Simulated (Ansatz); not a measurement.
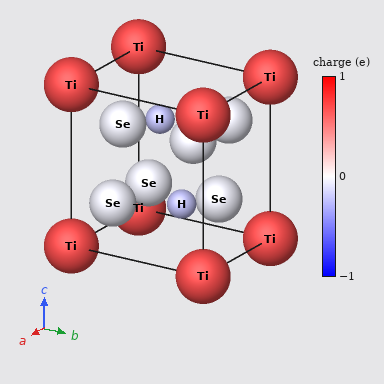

Spheres-only drawing of the structure, looking slightly off an axis. The wireframe shows the simulation cell. The atoms of this TiH$_{2}$Se$_{6}$ cell are coloured by their Bader charge.

Calculation details: DFT, PAW plane waves, HSE06 (Ansatz); plane waves up to 420 eV, the zone sampled with 2×2×3 points, Fermi-Dirac smearing of 0.1 eV, no spin polarisation. The pressure of the cell is 41 GPa.

> What charges do the elements carry?

Most positive: Ti; most negative: H. Charges: about Ti +0.7 e; H -0.2 e; Se 0.0 e.

Where the cell comes from: a generated cell, made by putting these elements into a known structure type (the compound may or may not exist in this form). No relaxation was applied. Ansatz was used for an electronic-structure calculation on it.

At this level of theory the cell isn't at rest (compressed, at 41 GPa and forces up to 9.5 eV/Å), so its distances can differ from those at equilibrium, the more so the softer the solid.
